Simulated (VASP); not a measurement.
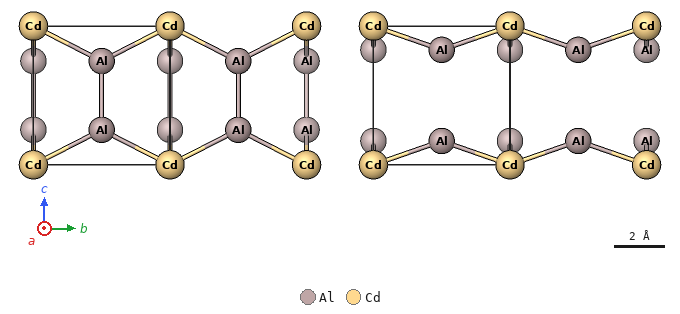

Two geometries of solid Al$_{4}$Cd (a generated structure, set up in P4/mmm), drawn at one scale. One is the start of a relaxation, the other its converged end. A ball-and-stick model of the cell of the calculation, repeated 1 × 2 × 1 with one cell outlined, seen along the a axis.

All numbers below come from VASP, Kohn-Sham DFT of a periodic cell, RPBE, VASP PAW PBE potentials, recommended. (plane-wave cutoff 520 eV; k-point mesh 5 × 5 × 5; occupations methfessel-paxton; smearing width 0.2 eV; no spin polarisation)

Question: Which one is relaxed?

Answer: The left one is the relaxed one. The run lets the atoms move in a fixed cell. The energy falls by 1227 meV per atom in 3 geometry steps. Largest force component: 11 eV/Å at the start, 0.0073 eV/Å at the end. The largest moves, 0.45 Å, are those of Al atoms. Cd stays in place. The cell stays as it was. Some distances before and after: Al–Al 3.685 → 2.781 Å, Al–Al 1.923 → 2.827 Å, Al–Cd 2.923 → 3.101 Å. Among the angles between lasting bonds that change: Cd–Al–Cd 141.6° → 125.8°, Al–Al–Cd 70.8° → 62.9°. The space group stays P4/mmm (No. 123).
